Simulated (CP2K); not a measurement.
# CH3AlF2 (SMILES [CH3][Al]([F])[F]): PBE/DZVP-MOLOPT-SR-GTH (core potential)

What is the energy change on altering one bond length of CH3AlF2 at PBE/DZVP-MOLOPT-SR-GTH (core potential)? 

The calculation is run with CP2K 2026.2.

2 further runs of the same task are left out: 2 set aside as unsound or not needed.

### Step 1. The system as given

CH3AlF2 has 7 atoms, charge 0, and is taken as a singlet. SMILES: `[CH3][Al]([F])[F]`. The shape is that of a PBE0-D4/def2-TZVP optimisation.

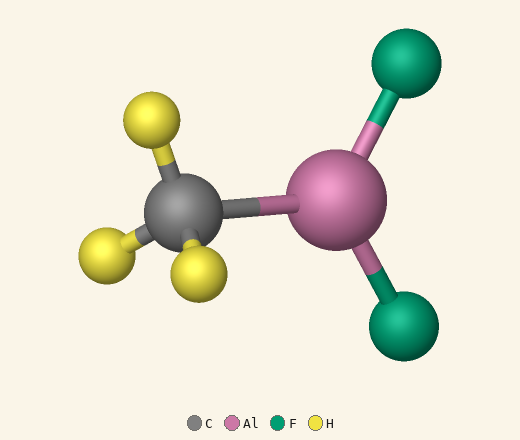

The structure, seen from a chosen angle (carbon grey, aluminium pink, fluorine teal, hydrogen yellow).

### Step 2. The energy at PBE/DZVP-MOLOPT-SR-GTH (core potential)

Input file molecule.xyz:

```xyz
7

C     -0.253600     0.825900    -0.238700
Al     0.293100    -0.956200     0.245500
F      1.513200    -1.219500     1.315500
F     -0.423400    -2.297600    -0.378600
H     -1.075800     0.816000    -0.956100
H     -0.573400     1.384500     0.645100
H      0.581100     1.378900    -0.678200
```

Input file run.inp:

```
&GLOBAL
   PROJECT_NAME run
   RUN_TYPE ENERGY
   PRINT_LEVEL MEDIUM
&END GLOBAL

&FORCE_EVAL
   METHOD Quickstep
   &DFT
      BASIS_SET_FILE_NAME BASIS_MOLOPT
      POTENTIAL_FILE_NAME GTH_POTENTIALS
      &QS
         METHOD GPW
         EPS_DEFAULT 1.0E-10
      &END QS
      &MGRID
         CUTOFF 400
         REL_CUTOFF 50
         NGRIDS 4
      &END MGRID
      &POISSON
         PERIODIC NONE
         POISSON_SOLVER MULTIPOLE
      &END POISSON
      &SCF
         SCF_GUESS ATOMIC
         EPS_SCF 1.0E-06
         MAX_SCF 40
         &OT
            MINIMIZER DIIS
            PRECONDITIONER FULL_ALL
         &END OT
         &OUTER_SCF
            EPS_SCF 1.0E-06
            MAX_SCF 8
         &END OUTER_SCF
      &END SCF
      &XC
         &XC_FUNCTIONAL PBE
         &END XC_FUNCTIONAL
      &END XC
      &PRINT
         &MOMENTS
            PERIODIC F
            REFERENCE COM
            MAX_MOMENT 1
         &END MOMENTS
         &MO_CUBES
            NLUMO 5
            NHOMO -1
            WRITE_CUBE F
         &END MO_CUBES
         &HIRSHFELD OFF
         &END HIRSHFELD
      &END PRINT
   &END DFT
   &SUBSYS
      &CELL
         ABC 9.6 10.7 9.3
         PERIODIC NONE
      &END CELL
      &TOPOLOGY
         COORD_FILE_NAME molecule.xyz
         COORD_FILE_FORMAT XYZ
         &CENTER_COORDINATES
         &END CENTER_COORDINATES
      &END TOPOLOGY
      &KIND C
         BASIS_SET DZVP-MOLOPT-SR-GTH-q4
         POTENTIAL GTH-PBE-q4
      &END KIND
      &KIND Al
         BASIS_SET DZVP-MOLOPT-SR-GTH-q3
         POTENTIAL GTH-PBE-q3
      &END KIND
      &KIND F
         BASIS_SET DZVP-MOLOPT-SR-GTH-q7
         POTENTIAL GTH-PBE-q7
      &END KIND
      &KIND H
         BASIS_SET DZVP-MOLOPT-SR-GTH-q1
         POTENTIAL GTH-PBE-q1
      &END KIND
   &END SUBSYS
&END FORCE_EVAL
```

Launch:

```sh
$ OMP_NUM_THREADS=1 cp2k.psmp run.inp > run.out
```

What it wrote, cut to the lines that bear on the results:

```text
CP2K| version string:                                       CP2K version 2026.2
[...]
 GLOBAL| Method name                                                        CP2K
[...]
 GLOBAL| Run type                                                         ENERGY
[...]
 DFT| Spin restricted Kohn-Sham (RKS) calculation                            RKS
 DFT| Multiplicity                                                             1
[...]
 DFT| Charge                                                                   0
[...]
 FUNCTIONAL| PBE:
 QS| Method:                                                                 GPW
[...]
 QS| Density cutoff [a.u.]:                                                200.0
[...]
 QS| Relative density cutoff [a.u.]:                                        25.0
[...]
                             - Atoms:                                          7
[...]
                             - Spherical basis functions:                     67
[...]
 Number of electrons:                                                         24
[...]
     1 OT DIIS     0.15E+00    1.8     0.19327446       -56.0398680021 -5.60E+01
[...]
    24 OT DIIS     0.15E+00    2.0     0.00000082       -58.1539330352 -6.48E-11
  *** SCF run converged in    24 steps ***
[...]
  Overlap energy of the core charge distribution:               0.00000088044848
  Self energy of the core charge distribution:               -151.83319108357665
  Core Hamiltonian energy:                                     43.28250768564057
  Hartree energy:                                              63.41596045707771
  Exchange-correlation energy:                                -13.01921097477223
  Total energy:                                               -58.15393303518211
[...]
                     Mulliken Population Analysis
 #  Atom  Element  Kind  Atomic population                           Net charge
       1     C        1          4.409602                             -0.409602
       2     Al       2          1.978388                              1.021612
       3     F        3          7.418218                             -0.418218
       4     F        3          7.417743                             -0.417743
       5     H        4          0.924706                              0.075294
       6     H        4          0.925702                              0.074298
       7     H        4          0.925640                              0.074360
 # Total charge                             24.000000                  0.000000
[...]
  Dipole moment [Debye]
    X= -0.6556564E+00 Y=  0.2101195E+01 Z= -0.5815467E+00  Total=      2.2766424
[...]
 HOMO - LUMO gap [eV] :    6.832260
 ENERGY| Total FORCE_EVAL ( QS ) energy [hartree]            -58.153933035182106
[...]
```

Run time: 52 s. Hardware: 1 thread of Intel Xeon at 2.70GHz, shared host; peak memory 0.85 GiB.

### Step 3. The distorted shape, same level

Input file calc.inp:

```
&FORCE_EVAL
  METHOD QUICKSTEP
  &DFT
    BASIS_SET_FILE_NAME BASIS_MOLOPT
    POTENTIAL_FILE_NAME GTH_POTENTIALS
    CHARGE 0
    MULTIPLICITY 1
    &QS
      METHOD GPW
      EPS_DEFAULT 1.0E-10
    &END
    # plane-wave cutoff in Ry
    &MGRID
      CUTOFF 400
      REL_CUTOFF 50
      NGRIDS 4
    &END
    &POISSON
      PERIODIC NONE
      POISSON_SOLVER MULTIPOLE
    &END
    # self-consistent field
    &SCF
      SCF_GUESS ATOMIC
      EPS_SCF 1.0E-06
      MAX_SCF 80
      ADDED_MOS 5
      &DIAGONALIZATION
        ALGORITHM STANDARD
      &END
      &MIXING
        METHOD PULAY_MIXING
        ALPHA 0.3
        NBUFFER 8
      &END
    &END
    # functional
    &XC
      &XC_FUNCTIONAL PBE
      &END
    &END
    # extra output
    &PRINT
      &MOMENTS
        PERIODIC F
        REFERENCE COM
        MAX_MOMENT 1
      &END
      &MO ON
        ENERGIES T
        OCCUPATION_NUMBERS T
        NDIGITS 6
        &EACH
          QS_SCF 0
        &END
        ADD_LAST NUMERIC
      &END
      &HIRSHFELD OFF
      &END
    &END
  &END
  # atoms, cell and kinds
  &SUBSYS
    &CELL
      ABC [angstrom] 9.6 11.1 9.3
      PERIODIC NONE
    &END
    &COORD
      C      4.327700     6.609016     4.213290
      Al     4.874400     4.826916     4.697490
      F      6.094500     4.563616     5.767490
      F      4.157900     3.485516     4.073390
      H      3.505500     6.599116     3.495890
      H      3.752067     7.614484     5.804110
      H      5.162400     7.162016     3.773790
    &END
    &KIND C
      BASIS_SET DZVP-MOLOPT-SR-GTH-q4
      POTENTIAL GTH-PBE-q4
    &END
    &KIND Al
      BASIS_SET DZVP-MOLOPT-SR-GTH-q3
      POTENTIAL GTH-PBE-q3
    &END
    &KIND F
      BASIS_SET DZVP-MOLOPT-SR-GTH-q7
      POTENTIAL GTH-PBE-q7
    &END
    &KIND H
      BASIS_SET DZVP-MOLOPT-SR-GTH-q1
      POTENTIAL GTH-PBE-q1
    &END
  &END
&END
&GLOBAL
  PROJECT_NAME calc
  RUN_TYPE ENERGY
  PRINT_LEVEL MEDIUM
&END
```

Launch:

```sh
$ OMP_NUM_THREADS=1 cp2k.psmp -i calc.inp -o calc.out
```

What it wrote, cut to the lines that bear on the results:

```text
CP2K| version string:                                       CP2K version 2026.2
[...]
 GLOBAL| Method name                                                        CP2K
[...]
 GLOBAL| Run type                                                         ENERGY
[...]
 DFT| Spin restricted Kohn-Sham (RKS) calculation                            RKS
 DFT| Multiplicity                                                             1
[...]
 DFT| Charge                                                                   0
[...]
 FUNCTIONAL| PBE:
 QS| Method:                                                                 GPW
[...]
 QS| Density cutoff [a.u.]:                                                200.0
[...]
 QS| Relative density cutoff [a.u.]:                                        25.0
[...]
                             - Atoms:                                          7
[...]
                             - Spherical basis functions:                     67
[...]
 Number of electrons:                                                         24
[...]
     1 NoMix/Diag. 0.30E+00    2.0     1.27886727       -57.3626414592 -5.74E+01
[...]
    18 Pulay/Diag. 0.30E+00    2.3     0.00000053       -58.0202127984 -8.28E-07
  *** SCF run converged in    18 steps ***
[...]
  Overlap energy of the core charge distribution:               0.00000059447412
  Self energy of the core charge distribution:               -151.83319108357665
  Core Hamiltonian energy:                                     43.01513569546624
  Hartree energy:                                              63.67900353374784
  Exchange-correlation energy:                                -12.88116153853404
  Total energy:                                               -58.02021279842248
[...]
  Dipole moment [Debye]
    X= -0.7942207E+00 Y=  0.2400755E+01 Z= -0.4334794E+00  Total=      2.5656027
 ENERGY| Total FORCE_EVAL ( QS ) energy [hartree]            -58.020212798422484
[...]
```

Wall time 47 s (1 thread of Intel Xeon at 2.70GHz, shared host); peak memory 1.4 GiB.

### Step 4. Outcome

At PBE/DZVP-MOLOPT-SR-GTH (core potential):

```
                                                         quantity         value
                                        first shape: total energy  -58.15393 Eh
                                       first shape: dipole moment        2.28 D
                                         first shape: HOMO energy      -7.92 eV
                                         first shape: LUMO energy      -1.08 eV
                                       first shape: HOMO–LUMO gap       6.83 eV
                                    distorted shape: total energy  -58.02021 Eh
                                   distorted shape: dipole moment        2.57 D
                                     distorted shape: HOMO energy      -7.15 eV
                                     distorted shape: LUMO energy      -2.75 eV
                                   distorted shape: HOMO–LUMO gap       4.40 eV
energy change with the C1–H6 bond stretched from 1.093 to 1.968 Å      3.639 eV
```

What this shows: With the C1–H6 bond stretched from 1.093 to 1.968 Å the energy rises by 3.64 eV (351 kJ/mol). The first shape isn't relaxed at this level, so the change isn't measured from a minimum.
